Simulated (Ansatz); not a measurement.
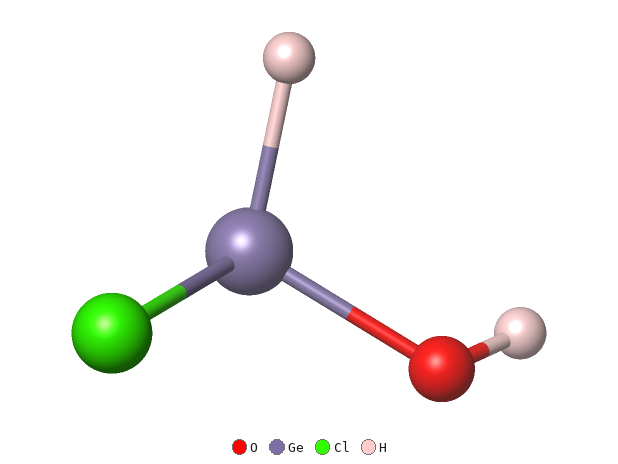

The species is neutral and a spin doublet. The computed structure is the end point of a PBE-D4/def2-SVP optimisation. No frequency run is at hand to confirm it as a minimum.

Draw it as a skeletal formula.

SMILES: [OH][GeH][Cl]

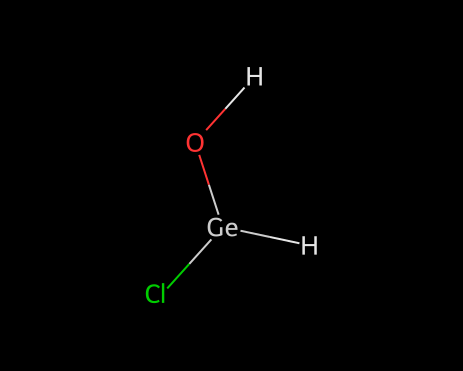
